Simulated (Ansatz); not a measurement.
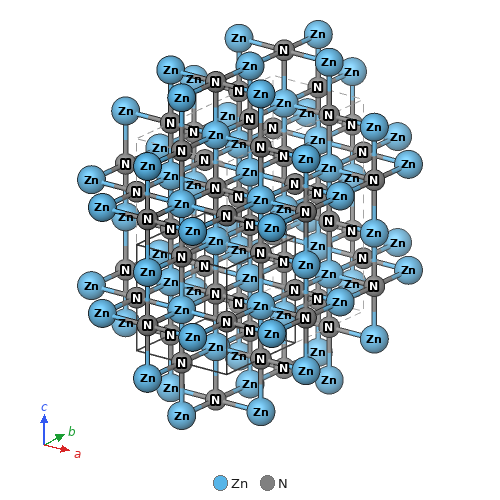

System Zn3N4 (space group Pm-3m, No. 221); source of the atomic positions: the end point of a relaxation with DFT PBE, scalar-relativistic, plane waves, PAW (Ansatz); the starting structure was generated, so it need not be a known form of this composition.

Bonds are taken as N–Zn below 2.4 Å. Simplification: prune 0- and 1-connected atoms, fold 2-connected ones into links.

Question: What kind of net remains, and which atoms are its nodes?

Answer: A trinodal (4,6,6)-connected, three-periodic net: N(3d) is a 4-connected node; Zn is a 6-connected node; N(1b) is a 6-connected node, in the ratio 3:3:1.

Question: Is the net interpenetrated?

Answer: It is a single net, without interpenetration.

Question: Give the point symbol of each node (shortest cycle at each angle).

Answer: N(3d): 4⁴·6²; Zn: 4⁸·6⁷; N(1b): 4¹²·6³.

Question: Give the first five terms of the coordination sequence (nodes one, two, three … edges away).

Answer: N(3d): 4, 16, 28, 66, 76; Zn: 6, 14, 38, 50, 102; N(1b): 6, 18, 30, 66, 78.

The simplified net, drawn on the atoms' positions. Nodes are coloured by topological kind. Short stubs are edges that leave the cut-out.

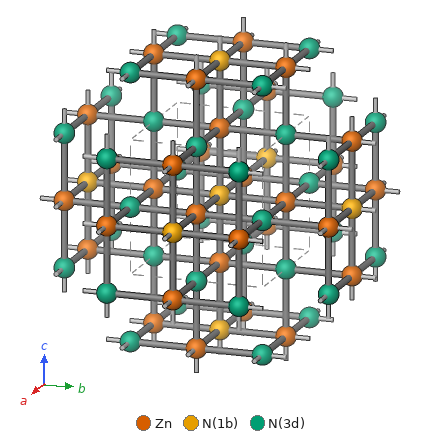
